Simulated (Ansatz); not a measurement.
# AlH5O (Al(H2O)H3): SVWN5/STO-3G

Aim: the energy change on altering one bond length of AlH5O (Al(H2O)H3) at SVWN5/STO-3G, from 2 runs. 

The results are computed with Ansatz 0.2.0.

53 further runs of the same task are left out: 1 that didn't finish, 52 set aside as unsound or not needed.

### Step 1. The system as given

The species is AlH5O (7 atoms), meant as a singlet with charge 0. As SMILES, `[H][Al]([H])([H])<-[OH2]`. Geometry: a GFN2-xTB relaxation, a rough one for these elements and not checked as a minimum.

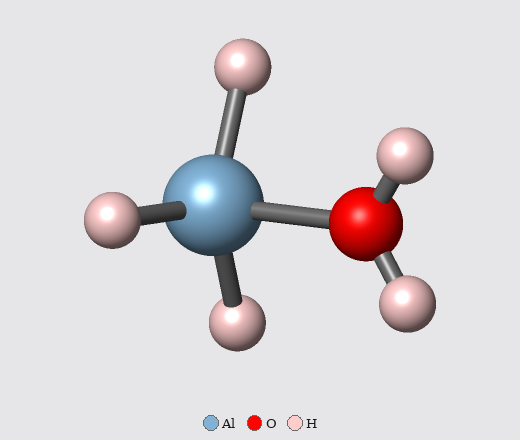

The structure, seen from a chosen angle (aluminium light blue, oxygen red, hydrogen pink).

### Step 2. The energy at SVWN5/STO-3G

in.yaml reads:

```yaml
crystal:
  periodic: [false, false, false]
  atoms:
    - symbol: Al
      position_ang: [0.038170, -0.063310, -0.878000]
    - symbol: O
      position_ang: [-0.024940, 0.038110, 1.009060]
    - symbol: H
      position_ang: [-0.734700, -0.319470, 1.555830]
    - symbol: H
      position_ang: [0.587960, 0.568180, 1.531290]
    - symbol: H
      position_ang: [1.607200, -0.040110, -0.978390]
    - symbol: H
      position_ang: [-0.735740, 1.245780, -1.269530]
    - symbol: H
      position_ang: [-0.737950, -1.429180, -0.970260]
basis:
  gaussian: {orbitals: STO-3G}
accuracy: high
hamiltonian: {xc: {name: SVWN5}}
```

Command:

```
ansatz run in.yaml --threads 1 --pin off --max-ram 2610MiB --events-out events.jsonl --progress --plain --runs-dir runs
```

Output:

```text
Warning: RAYON_NUM_THREADS=1 ignored (pool sized by the plan → 1); use --threads N
Functional definition: SVWN5
  name "SVWN5"
  exchange = slater_x
  correlation = vwn5_c
336 factors; integrals over basis functions are off by at most 4.7e-9 eV
mean field evaluation 1: about -8568.6969 eV, gradient 2.0e1 eV
mean field evaluation 2: about -8569.0531 eV, gradient 1.7e1 eV
mean field evaluation 4: about -8570.0972 eV, gradient 4.0e-2 eV
mean field evaluation 8: about -8570.0370 eV, gradient 1.4e-3 eV
mean field evaluation 16: about -8570.0370 eV, gradient 6.8e-8 eV
mean field -8570.03703250 eV, -314.9430519647 hartree, gradient 6.8e-8 eV, S^2 0.000000; 0 other end points of the search recorded, 0 dependent functions left out
reference -8570.03703452 eV, -314.9430520388 hartree; 13, 13 occupied and 6, 6 virtual orbitals, 336 factors
Total energy: -8570.03703452 eV, -314.9430520388 hartree
```

Wall time 0.68 s (1 thread of Arm Neoverse V2, shared host); peak memory 0.095 GiB.

### Step 3. The distorted shape, same level

run.yaml reads:

```yaml
crystal:
  periodic: [false, false, false]
  atoms:
    - {symbol: Al, position_ang: [-0.354076, -0.069110, -0.852903]}
    - {symbol: O, position_ang: [-0.417186, 0.032310, 1.034157]}
    - {symbol: H, position_ang: [-1.126946, -0.325270, 1.580927]}
    - {symbol: H, position_ang: [0.195714, 0.562380, 1.556387]}
    - {symbol: H, position_ang: [1.607200, -0.040110, -0.978390]}
    - {symbol: H, position_ang: [-1.127986, 1.239980, -1.244433]}
    - {symbol: H, position_ang: [-1.130196, -1.434980, -0.945163]}
basis:
  gaussian:
    orbitals: STO-3G
magnetization:
  spin_polarized: false
  initial_magnetization: 0
accuracy: high
hamiltonian:
  xc: {name: SVWN5}
```

Command:

```
ansatz run run.yaml --threads 1 --pin off --max-ram 2610MiB --events-out events.jsonl --progress --plain --runs-dir runs
```

Output:

```text
Warning: RAYON_NUM_THREADS=1 ignored (pool sized by the plan → 1); use --threads N
[... 4 set-up lines as earlier in the session ...]
336 factors; integrals over basis functions are off by at most 4.7e-9 eV
mean field evaluation 1: about -8566.7421 eV, gradient 2.3e1 eV
mean field evaluation 2: about -8565.4898 eV, gradient 2.8e1 eV
mean field evaluation 4: about -8568.8168 eV, gradient 8.5e-1 eV
mean field evaluation 8: about -8568.7456 eV, gradient 1.3e-2 eV
mean field evaluation 16: about -8568.7456 eV, gradient 2.5e-8 eV
mean field -8568.74563478 eV, -314.8955939739 hartree, gradient 2.5e-8 eV, S^2 0.000000; 0 other end points of the search recorded, 0 dependent functions left out
reference -8568.74563684 eV, -314.8955940495 hartree; 13, 13 occupied and 6, 6 virtual orbitals, 336 factors
Total energy: -8568.74563684 eV, -314.8955940495 hartree
```

Wall time 0.68 s (1 thread of Arm Neoverse V2, shared host); peak memory 0.095 GiB.

### Step 4. Results

Level: SVWN5/STO-3G.

```
                                                          quantity          value
                                         first shape: total energy  -314.94305 Eh
                                     distorted shape: total energy  -314.89559 Eh
energy change with the Al1–H5 bond stretched from 1.572 to 1.966 Å       1.291 eV
```

What this shows: With the Al1–H5 bond stretched from 1.572 to 1.966 Å the energy rises by 1.29 eV (125 kJ/mol). The first shape isn't relaxed at this level, so the change isn't measured from a minimum. The minimal basis adds a large error of its own.
